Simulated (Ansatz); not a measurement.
System: C$_{2}$H$_{3}$S (doublet).

```xyz
6

C    -0.3676   -0.0347    0.0876
C    -0.6825    1.1391   -0.3807
S     1.1722   -0.8438   -0.2649
H    -1.0698   -0.6151    0.6808
H    -0.2670    1.9319   -0.9814
H     1.2149   -1.5774    0.8587
```

The product side of a reaction path; geometry: PBE0-D4/def2-TZVP.

The calculation used UKS PBE0-D4/def2-TZVPP in Ansatz 0.2.0.

What can the converged electron density, electron localisation function and spin density tell about the bonding?

C–C (1.30 Å): ρ is about 2.5 e/Å³ halfway; the ELF peaks at about 0.90 between the atoms: a short, multiple covalent bond.
C–S (1.77 Å): ρ is about 1.3 e/Å³ halfway; the ELF peaks at about 0.90 between the atoms, as expected for localised, covalent bonding.
C–H (1.08 Å): ρ is about 2 e/Å³ halfway; the ELF climbs to about 1 towards the hydrogen, as it does in any bond to H; an ordinary covalent bond to hydrogen.
The unpaired spin (1 electron) lies mostly on C2 (about 0.8), in electrons by Hirshfeld's partition.

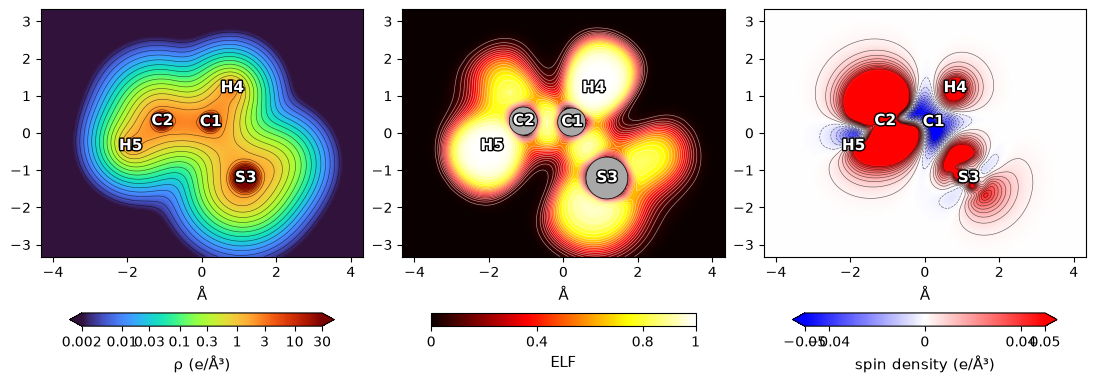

Computed electron density, electron localisation function and spin density on the plane of atoms S3, C1 and H4, in this order. Grey discs cover the atomic cores in the ELF map. 
